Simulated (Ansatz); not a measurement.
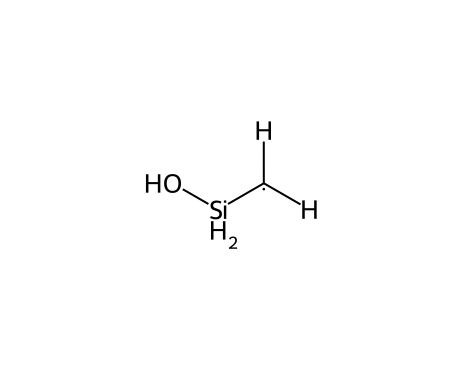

The drawing above gives the connectivity. The species is neutral and a spin doublet. The geometry was computed by an optimisation with PBE0-D4/def2-TZVP. No frequency run is at hand to confirm it as a minimum.

What does the molecule look like in three dimensions?

Formula CH₅OSi. SMILES: `[CH2][SiH2]O`. It has no ring. Among its groups: Si–H bond, Si–O bond. This geometry has C1 symmetry. It is an open-shell species. Coordination: 1 C trigonal planar; 1 Si tetrahedral; 1 O bent.

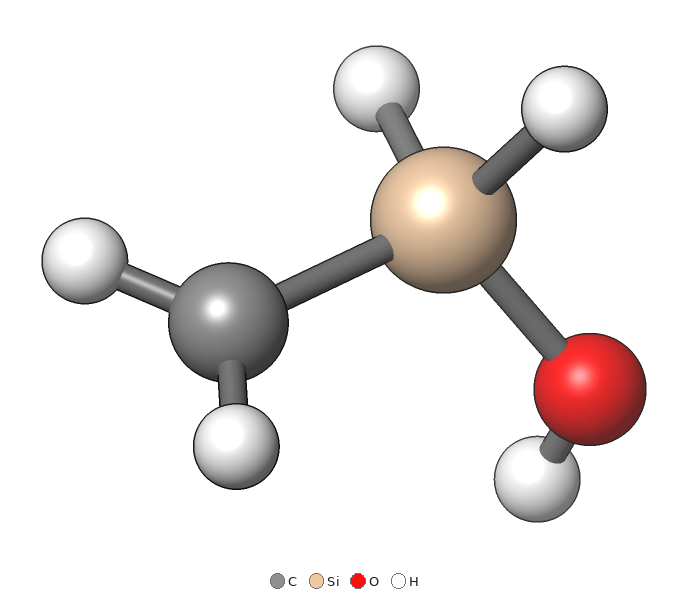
